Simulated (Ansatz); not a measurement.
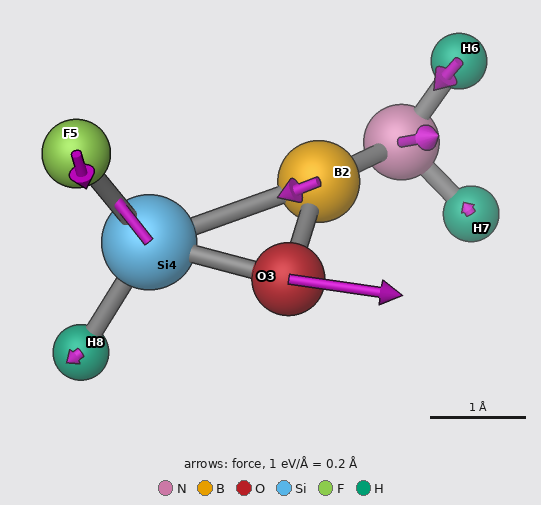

Starting geometry of BSiNH₃OF with the computed forces as purple arrows. Style: ball-and-stick. Shown at a tilt.

The run prepares an end point of a later path (inversion) calculation, from a guessed geometry.

The calculation used RKS revPBE/6-31G* in Ansatz.

Input
```yaml
crystal:
  periodic: [false, false, false]
  atoms:
    - { symbol: "N", position_ang: [0.7111, 1.0834, 1.3987] }
    - { symbol: B, position_ang: [0.2349, -0.1326, 0.6475] }
    - { symbol: O, position_ang: [0.5992, -1.3438, -0.0871] }
    - { symbol: Si, position_ang: [-0.5319, -0.761, -1.0445] }
    - { symbol: F, position_ang: [-1.9651, -1.7542, -0.8601] }
    - { symbol: H, position_ang: [0.39055, 0.91224, 2.45329] }
    - { symbol: H, position_ang: [1.77092, 1.03402, 1.46933] }
    - { symbol: H, position_ang: [-0.0288, -0.5317, -2.3975] }
basis:
  gaussian: { orbitals: "6-31G*" }
hamiltonian:
  xc: revpbe
relax:
  f_tol: 0.015
  max_steps: 40
```

Run as
```bash
ansatz run input.yaml --threads 1 --pin off --max-ram 2048MiB --backend cpu --events-out ev --progress --plain --runs-dir out
```

### Is this structure relaxed? If not, where do the atoms go?

It isn't relaxed: the largest force vector, on O atoms, is 6.15 eV/Å. The final displacements follow the starting forces only in part (cosine between the two patterns 0.36). The energy falls by 48.0 kcal/mol in 10 accepted moves (12 points after the start). The largest force component goes from 6.1 to 0.0095 eV/Å. The line search rejected the trial steps at points 7, 8 of the run. The largest move after the best rigid fit is that of H6, 0.81 Å. By element the largest moves are H 0.81 Å, N 0.39 Å, O 0.38 Å, B 0.25 Å, F 0.23 Å, Si 0.12 Å. Some distances before and after: O3–Si4 1.592 → 1.758 Å, Si4–F5 1.753 → 1.632 Å, N1–B2 1.507 → 1.400 Å, N1–H6 1.115 → 1.015 Å. Among the angles between lasting bonds that change: N1–B2–Si4 144.3° → 165.2°, B2–N1–H6 104.9° → 122.9°, N1–B2–O3 147.1° → 132.6°. Groups turn about B2–O3 by about 45°.
